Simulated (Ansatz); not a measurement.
Molecular dynamics of C2H9BClNSi (part 2 of 2)

The same run, continued: C2H9BClNSi, SMILES BN(CC)[SiH2]Cl; RKS revPBE/6-31G* (Ansatz 0.2.0). The geometry comes from this level: PBE0-D4/def2-TZVP.

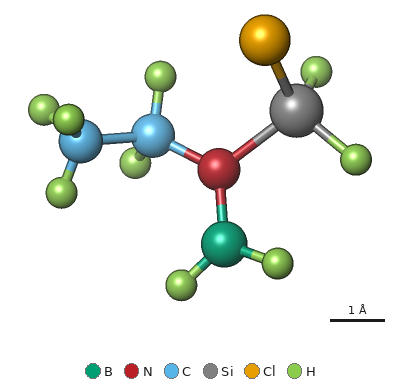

Figure 1. The geometry at step 25 of the log (ball-and-stick view, seen at a tilt).

### Output, continued
```
Atom 13 at    -1.661033     0.934825    -2.304667 Å, force     0.083373     0.071512    -0.126464 eV/Å
Atom 14 at    -1.320595     2.632786    -0.337247 Å, force     0.501458    -1.898190    -0.878981 eV/Å
Dipole moment:    -0.071878    -0.214591     0.368902 e Å
```

### Trajectory as extended XYZ (Å, eV, eV/Å), 7 of the 51 frames kept, from step=0 to step=50
```
15
Properties=species:S:1:pos:R:3:forces:R:3 step=0 time_fs=0.0 energy=-24783.40100 temperature=1500.0
B    -1.1427   -1.3016   -0.6595   -0.2709  -0.5138  -0.2423
N    -0.5943   -0.0916   -0.2167   -0.0232  -0.0627   0.1295
C     0.1088   -0.0104    1.0719    0.0082   0.0843   0.3235
C     1.5411   -0.4980    0.9823    0.2007  -0.0604   0.0061
Si   -0.7489    1.3580   -1.1523   -0.3248   0.3585  -0.2498
Cl    1.0872    2.0287   -1.8040    0.5822   0.2837  -0.2815
H    -1.6787   -1.3474   -1.7282   -0.1152  -0.0448  -0.2240
H    -1.0738   -2.2677    0.0471   -0.0012  -0.2094   0.1410
H     0.0882    1.0260    1.4269   -0.0089   0.3427   0.1644
H    -0.4459   -0.6045    1.8021   -0.1985  -0.1972   0.2665
H     1.5674   -1.5419    0.6619    0.0400  -0.3683  -0.1047
H     2.0285   -0.4273    1.9576    0.1911   0.0204   0.3533
H     2.1144    0.0938    0.2668    0.2365   0.1810  -0.2232
H    -1.5912    1.0917   -2.3325   -0.1820  -0.0326  -0.2177
H    -1.2816    2.4415   -0.2941   -0.1338   0.2186   0.1587
15
Properties=species:S:1:pos:R:3:forces:R:3 step=8 time_fs=16.0 energy=-24781.94617 temperature=719.0
B    -1.1919   -1.3004   -0.7593    0.9109   2.6590   0.2738
N    -0.4329   -0.0510   -0.2101   -3.6386  -2.0089  -2.0593
C     0.1504    0.0445    1.0943    1.5366   0.7079   2.1936
C     1.6001   -0.5755    1.0722    1.2904  -1.9580   1.6823
Si   -0.8701    1.3640   -1.1878    2.2928  -0.7890  -0.1208
Cl    1.1016    2.0189   -1.7922   -0.8418   0.1317  -0.1449
H    -1.9404   -0.9121   -1.7736    1.1243  -1.4942   1.4676
H    -1.0036   -2.3999   -0.2166   -0.3802   0.6901  -0.4328
H     0.2651    1.0887    1.5260   -0.0247  -0.1651  -1.2274
H    -0.5638   -0.3067    1.9330    1.0866  -0.7051  -1.1229
H     1.5411   -1.7005    0.9450   -0.3291   0.6280   0.1934
H     2.1789   -0.4737    2.0837   -1.0891   0.1404  -1.2659
H     2.3885   -0.3546    0.2863   -1.3332   0.8586   0.3139
H    -1.7397    0.9297   -2.2778   -0.0710   0.1930  -0.5974
H    -1.4445    2.4634   -0.4842   -0.5337   1.1115   0.8468
15
Properties=species:S:1:pos:R:3:forces:R:3 step=17 time_fs=34.0 energy=-24781.90712 temperature=737.4
B    -1.1275   -1.2218   -0.7679    0.7765  -2.0200   2.3996
N    -0.6003   -0.0535   -0.2842    1.9261   0.8917   1.8886
C     0.3069    0.0676    1.0963   -0.7263  -0.4905  -1.4125
C     1.6992   -0.7402    1.2529   -3.1389  -0.0156  -4.2419
Si   -0.8871    1.3928   -1.2274    2.4072  -1.5113  -1.4964
Cl    1.0625    2.0196   -1.7862   -0.1429   0.3319   0.0400
H    -1.6756   -1.3341   -1.7197   -1.5602   0.2439  -2.8097
H    -1.0505   -2.2461   -0.1406    0.2354  -0.1712   0.2986
H     0.3779    1.1599    1.2000    0.6762  -0.0330   0.1804
H    -0.3347   -0.2703    1.8642   -1.3872  -0.4436   1.0634
H     1.5360   -1.9032    1.1952    0.4638   2.1634   0.1628
H     2.1677   -0.3483    2.0998    1.0424   0.3726   1.8284
H     2.1166   -0.2706    0.3221    1.0767  -1.1886   0.5119
H    -1.5461    1.2659   -2.5400   -0.4122  -0.3633  -0.0751
H    -1.4716    2.3326   -0.4227   -1.2367   2.2336   1.6620
15
Properties=species:S:1:pos:R:3:forces:R:3 step=25 time_fs=50.0 energy=-24782.12608 temperature=903.7
B    -1.0737   -1.3397   -0.6815    0.1192   2.6790  -1.1627
N    -0.5880   -0.0602   -0.1803   -0.5618  -0.3681  -2.5669
C     0.2837    0.0681    0.9621    0.7319  -0.2438   1.9196
C     1.6136   -0.7758    1.1847   -0.5125   1.9741   2.9684
Si   -0.8188    1.4442   -1.2486   -0.5557  -3.3610   0.3763
Cl    1.0186    2.0460   -1.7857    1.3841   0.6485  -0.7159
H    -1.5335   -1.3756   -1.8067   -0.1503   0.1393   0.2118
H    -1.0223   -2.3111   -0.1038    0.3216  -1.6619   1.3554
H     0.6808    1.1108    1.0162   -0.8740  -0.1102   0.4561
H    -0.3461   -0.2942    1.8816    0.9519   1.2587  -1.0023
H     1.2693   -1.7311    1.4751    0.0585  -2.0849  -0.3224
H     1.8513   -0.3641    2.2942    0.1605  -0.5676  -2.1196
H     2.5553   -0.7457    0.6057   -0.6166   0.1530  -0.3866
H    -1.7317    1.0096   -2.3548    0.2744   0.1304  -0.0809
H    -1.4143    2.5026   -0.5368   -0.7312   1.4147   1.0696
15
Properties=species:S:1:pos:R:3:forces:R:3 step=33 time_fs=66.0 energy=-24782.22661 temperature=1044.2
B    -1.0274   -1.4285   -0.6287   -0.2096   1.8135   0.0184
N    -0.5358   -0.0511   -0.2727    0.0154  -2.3638   0.6038
C     0.2585    0.1637    1.0093    1.3516  -0.3125  -0.4635
C     1.4591   -0.8334    1.2163   -0.1635  -1.9563  -2.5562
Si   -0.8221    1.3796   -1.1854    0.2151  -0.1274  -1.8229
Cl    1.0471    2.1114   -1.8257    0.0290   0.0268  -0.1786
H    -1.8611   -1.4439   -1.7055    1.6338  -0.4091   2.0052
H    -0.6234   -2.2919    0.2336   -0.8910   0.5977  -1.4881
H     0.6860    1.1992    1.0613   -0.0350  -0.4396  -0.4724
H    -0.4741    0.1841    1.7700   -0.9629  -0.4660   1.5660
H     1.3379   -1.9796    1.1316   -1.0634   1.3646   0.5156
H     2.1737   -0.7640    2.0088    0.2044   0.9973   1.2907
H     2.0730   -0.7573    0.2965    0.1693   0.6122  -0.0192
H    -1.6579    0.9613   -2.3846    0.2178   0.2747   0.3651
H    -1.3359    2.5638   -0.5138   -0.5110   0.3878   0.6361
15
Properties=species:S:1:pos:R:3:forces:R:3 step=42 time_fs=84.0 energy=-24781.70327 temperature=816.7
B    -0.9709   -1.3784   -0.5286    0.1508  -2.6987   0.8433
N    -0.4464   -0.1690   -0.2280   -0.7614   4.0539   0.7794
C     0.2685    0.2152    1.1021   -0.6716  -0.9006  -2.1768
C     1.3012   -0.9035    1.0974   -0.6442   0.2257  -0.2119
Si   -0.8216    1.3335   -1.1839    0.1666   0.3197   1.3230
Cl    1.0828    2.1920   -1.8846   -1.2751  -0.3805   0.5796
H    -1.6672   -1.5892   -1.3855   -1.3356   0.1273  -2.2369
H    -0.7312   -2.4245    0.0403   -0.0248   0.2557   0.4871
H     0.4687    1.2895    1.0042    1.3256   0.0235  -0.2054
H    -0.2801    0.2431    2.0648   -0.8600  -0.7718  -0.4216
H     0.6876   -1.8558    1.1673    1.0026   0.7941   0.4013
H     1.8177   -0.6335    1.9805    1.8546  -0.7812   1.2864
H     1.8805   -0.9590    0.1423    0.0452   0.2883   0.7805
H    -1.6194    1.1921   -2.4486    0.0565  -0.1810   0.2528
H    -1.5965    2.1815   -0.0244    0.9706  -0.3743  -1.4807
15
Properties=species:S:1:pos:R:3:forces:R:3 step=50 time_fs=100.0 energy=-24781.98391 temperature=1132.5
B    -1.0002   -1.4271   -0.5173    0.2751   4.2420  -2.4032
N    -0.5545   -0.0944   -0.1991    1.6233  -0.3981  -0.0387
C     0.2759    0.1532    1.0192   -0.5054  -0.5205   2.0296
C     1.3601   -0.9695    1.2134    0.6647   1.4631   0.7746
Si   -0.7474    1.3085   -1.1886   -0.6754   2.5985   0.2042
Cl    1.0353    2.2422   -1.9051   -0.2647  -0.5238   0.0245
H    -1.3492   -1.5275   -1.6118   -0.6308  -0.3043  -1.3453
H    -1.1526   -2.2319    0.1671   -0.1188  -3.3038   3.1656
H     0.8689    1.0871    1.1049   -0.8944   0.3799  -0.6437
H    -0.5760    0.1319    1.7695    1.4459   0.2118   0.4124
H     0.7321   -1.8252    1.3436    0.2632  -1.5138   0.2707
H     2.1597   -0.8314    2.1067   -1.9464  -0.1132  -1.7957
H     1.8908   -0.9822    0.2385    0.1789  -0.3911   0.3505
H    -1.6610    0.9348   -2.3047    0.0834   0.0715  -0.1265
H    -1.3206    2.6328   -0.3372    0.5015  -1.8982  -0.8790
```

The run was set up as follows.

### The input
```yaml
crystal:
  periodic: [false, false, false]
  atoms:
    - {symbol: B, position_ang: [-1.142745, -1.301609, -0.659483]}
    - {symbol: N, position_ang: [-0.594277, -0.091648, -0.216727]}
    - {symbol: C, position_ang: [0.108782, -0.010414, 1.071875]}
    - {symbol: C, position_ang: [1.541098, -0.498040, 0.982281]}
    - {symbol: Si, position_ang: [-0.748936, 1.357981, -1.152274]}
    - {symbol: Cl, position_ang: [1.087151, 2.028748, -1.804043]}
    - {symbol: H, position_ang: [-1.678690, -1.347354, -1.728209]}
    - {symbol: H, position_ang: [-1.073794, -2.267698, 0.047083]}
    - {symbol: H, position_ang: [0.088214, 1.026033, 1.426879]}
    - {symbol: H, position_ang: [-0.445930, -0.604489, 1.802120]}
    - {symbol: H, position_ang: [1.567361, -1.541942, 0.661864]}
    - {symbol: H, position_ang: [2.028468, -0.427250, 1.957566]}
    - {symbol: H, position_ang: [2.114432, 0.093770, 0.266768]}
    - {symbol: H, position_ang: [-1.591241, 1.091697, -2.332451]}
    - {symbol: H, position_ang: [-1.281592, 2.441514, -0.294051]}
basis:
  gaussian: {orbitals: "6-31G*"}
hamiltonian: {xc: {name: revPBE}}
md: {timestep: 2 fs, n_steps: 50, ensemble: nvt_nose_hoover, temperature: 1500, initial_velocities: maxwell_boltzmann, seed: 674}
```

Launch command:
```bash
ansatz run in.yaml --threads 4 --pin off --events-out ev --progress --plain --max-ram 11315MiB
```

### Summary

| quantity | value |
| --- | --- |
| outcome | finished |
| mean temperature over the second half | 888 K |
| trajectory | 50 steps, 100 fs |
| ensemble | nvt_nose_hoover |
| temperature in the input | 1500 K |
| time step | 2 fs |
| potential energy (last step) | −24781.9840 eV |
| SCF solution under orbital rotations (last step) | stable |
| largest force (length of the vector) (last step) | 4.883 eV/Å |
| dipole moment (last step) | 2.08 D |
| hardware | 4 threads of Arm Neoverse V1, 23 GiB of memory available, shared host |
| wall time | 82 s (CPU time 5.2 min) |
| peak memory | 0.74 GiB |

### Notes

So short a trajectory is not equilibrated. The temperature stays far from the 1500 K of the thermostat over the second half: the run isn't equilibrated.
